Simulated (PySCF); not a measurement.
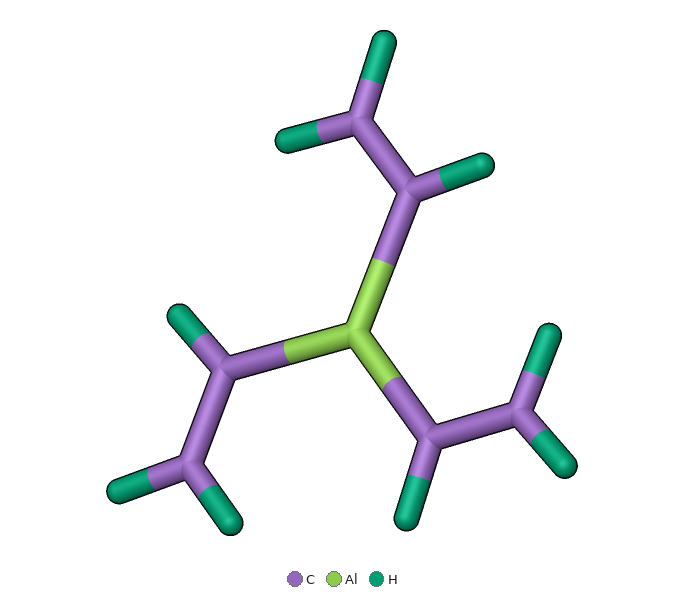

The geometry was computed by an optimisation with GFN2-xTB. No frequency run is at hand to confirm it as a minimum.

Give the structural formula.

SMILES: C=[CH][Al]([CH]=C)[CH]=C

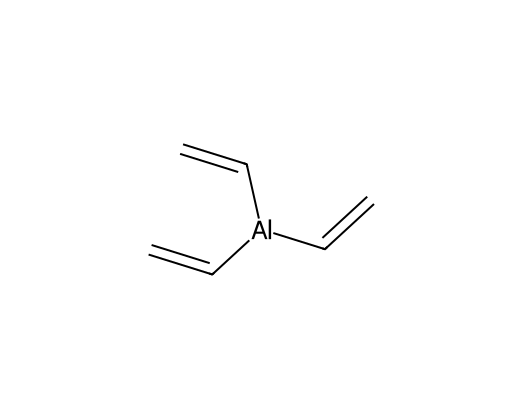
